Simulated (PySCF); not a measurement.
# H₃O+: magnetic properties

Aim: compute the magnetic properties of H₃O+ (`[OH3+]`).

Computed with PySCF 2.14.0 and routines of our own; the level stands in each step. Atoms count from 0.

## (1) The starting structure

4 atoms, charge 1, multiplicity 1; geometry from: GFN2-xTB.

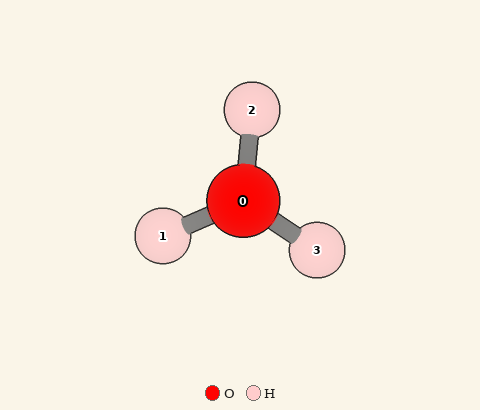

The starting geometry (oxygen red, hydrogen pink).

## (2) Geometry optimisation at PBE0-D3(BJ)/def2-SVP

Job settings and geometry (Å):

```
{"job": {"xc": "PBE0", "basis": "def2-SVP", "d3": "d3bj", "grid": 1, "kind": "geom"}, "charge": 1, "multiplicity": 1}
O      0.003237    -0.001677     0.207459
H     -0.549617    -0.760801    -0.085213
H     -0.382458     0.861489    -0.064181
H      0.939072    -0.094238    -0.080919
```

The run is started by

```console
$ OMP_NUM_THREADS=1 python excited_run.py task.json out
```

One launch serves the whole session: the jobs run in the order shown.

Standard output:

```text
step   0  E = -76.56285507  max force = 0.002351
step   1  E = -76.56287505  max force = 0.000379
step   2  E = -76.56287573  max force = 0.000079
optimisation converged
```

Run time: 0.84 s. Hardware: 1 thread of Arm Neoverse V1, shared host.

Relaxation path:

| step | energy from step 0 (eV) | largest force component (eV/Å) |
| --- | --- | --- |
| 0 | 0.0000 | 0.1209 |
| 1 | -0.0005 | 0.0195 |
| 2 | -0.0006 | 0.0041 |

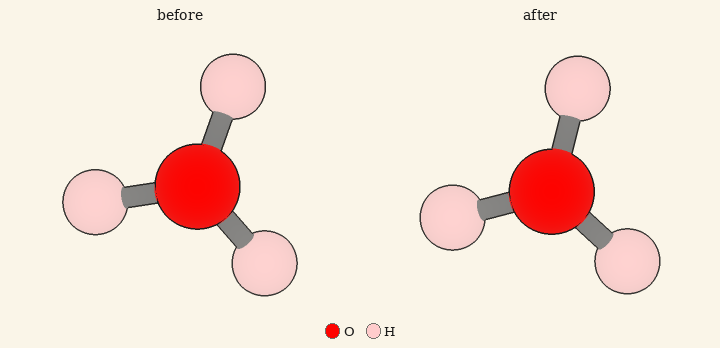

The geometry before (left) and after (right).

Close pairs (by a distance rule), those that changed most:

| bond | before (Å) | after (Å) | change (Å) |
| --- | --- | --- | --- |
| O0–H2 | 0.984 | 0.982 | -0.002 |
| O0–H1 | 0.984 | 0.982 | -0.002 |
| O0–H3 | 0.984 | 0.982 | -0.002 |

The final coordinates are the input of the step that follows.

| at the end point | value |
| --- | --- |
| point group (found at 0.08 Å tolerance) | C3v |
| rotational constants (GHz, main isotopes) | 329.3, 329.2, 188.2 |

## (3) Magnetic properties: GIAO B3LYP/aug-pcSseg-1

Job settings and geometry (Å):

```
{"job": {"kind": "mag", "xc": "B3LYP", "basis": "aug-pcSseg-1", "isotopologues": 4}, "charge": 1, "multiplicity": 1}
O      0.002008     0.002114     0.200466
H     -0.467849    -0.815736    -0.071876
H     -0.469160     0.816820    -0.078900
H      0.945099     0.001561    -0.072515
```

Level: GIAO B3LYP/aug-pcSseg-1 magnetisability, rotational g tensor and spin-rotation constants, non-relativistic, gas phase.

Standard output:

```text
coarse grid: 2952 points
cycle   1  E = -76.6628963357  dE =  3.808e-01  |g| = 3.648e-01  |ddm| = 1.734e+00
cycle   2  E = -76.6558334667  dE =  7.063e-03  |g| = 4.240e-01  |ddm| = 4.611e-01
cycle   3  E = -76.6842625777  dE = -2.843e-02  |g| = 5.126e-02  |ddm| = 2.887e-01
cycle   4  E = -76.6846930106  dE = -4.304e-04  |g| = 4.659e-03  |ddm| = 2.915e-02
cycle   5  E = -76.6846964578  dE = -3.447e-06  |g| = 3.377e-04  |ddm| = 2.910e-03
final grid: 27328 points
cycle   6  E = -76.6985701995  dE = -1.104e-05  |g| = 2.450e-03  |ddm| = 1.645e-02
cycle   7  E = -76.6985693336  dE =  8.659e-07  |g| = 3.460e-03  |ddm| = 3.956e-03
cycle   8  E = -76.6985712126  dE = -1.879e-06  |g| = 5.771e-05  |ddm| = 1.934e-03
cycle   9  E = -76.6985712131  dE = -5.185e-10  |g| = 1.390e-05  |ddm| = 5.141e-05
converged SCF energy = -76.6985712131

Magnetisability tensor (1e-30 J/T^2)
     -206.41       -0.00       -0.01
       -0.00     -206.40        0.01
       -0.01        0.01     -203.17
isotropic -205.33   principal values    -206.41   -206.40   -203.17
isotropic susceptibility -12.365 1e-6 cm^3/mol

Inertial axes            a          b          c
rot. const./GHz    329.2921   329.1805   188.1749
chi total           -12.430    -12.430    -12.235
chi diamagnetic     -14.156    -14.156    -15.844
chi paramagnetic      1.726      1.726      3.609
quadrupole/D A        1.823      1.823     -3.645
g nuclear            0.9898     0.9894     0.9995
g electronic        -0.2670    -0.2669    -0.3191
g total              0.7228     0.7225     0.6804

Spin-rotation constants (kHz, H = +C I.J)
atom  isotope        aa         bb         cc
  1     1H      -21.187    -21.180    -22.672
  2     1H      -21.186    -21.179    -22.671
  3     1H      -21.185    -21.178    -22.669
  0    17O*     -21.679    -21.672    -17.708
* in the singly substituted isotopologue

Isotopologues: g along a, b, c
2H    at 1,2,3              0.3614     0.3613     0.3405
18O   at 0                  0.7229     0.7227     0.6804
2H    at 1                  0.7116     0.4534     0.5113
```

Wall time 0.71 s (1 thread of Arm Neoverse V1, shared host).

In short:

| quantity | value |
| --- | --- |
| magnetisability | -205·10⁻³⁰ J/T² |
| molar susceptibility | -12.4·10⁻⁶ cm³/mol |
| rotational g (a, b, c) | 0.7228, 0.7225, 0.6804 |

## (4) Results

| quantity | value |
| --- | --- |
| point group | C3v |
| rotational constants (main isotopes) | 329.29, 329.18, 188.18 GHz |
| magnetisability (step 3, GIAO B3LYP/aug-pcSseg-1) | -205·10⁻³⁰ J/T² |
| molar susceptibility (step 3, GIAO B3LYP/aug-pcSseg-1) | -12.4·10⁻⁶ cm³/mol |
| rotational g (a, b, c) (step 3, GIAO B3LYP/aug-pcSseg-1) | 0.7228, 0.7225, 0.6804 |

In words: With PBE0/def2-SVP, its start was all but relaxed already: 2 steps gained 0.6 meV. For an ion, the motion of the centre of mass in the field is left out. Vibrational averaging and real surroundings are missing from these values.
